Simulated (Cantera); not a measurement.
Feed: 1 mol HMDSO, 0.34 mol O2, 120 mol N2, 0.14 mol O3, equilibrated at 1.00 bar.

Cantera equilibrium calculation (NASA polynomials, part measured and part estimated; ideal gas, pure solids and liquids). Candidate condensed phases: C, C6H6, C7H8, C8H18, H2O, Si, SiC, SiO2, Si2N2O, Si3N4; 151 gas species. The feed counts by its element totals alone. N2 is the only nitrogen source here; it is nearly inert below about 1500 K, so the nitride shown seldom forms there in practice. Equilibrium is a limit: real reactors are often held back by kinetics, nucleation or transport.

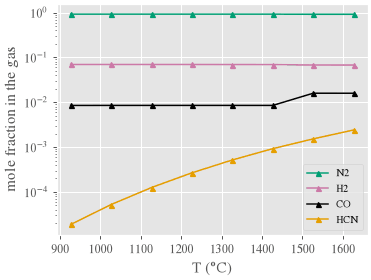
Equilibrium gas composition (values under 1e-9 drawn at 1e-9)

From 927 °C to 1427 °C the condensed part is C(graphite) + Si2N2O(s). From 1527 °C to 1627 °C the condensed part is C(graphite) + SiC(s).
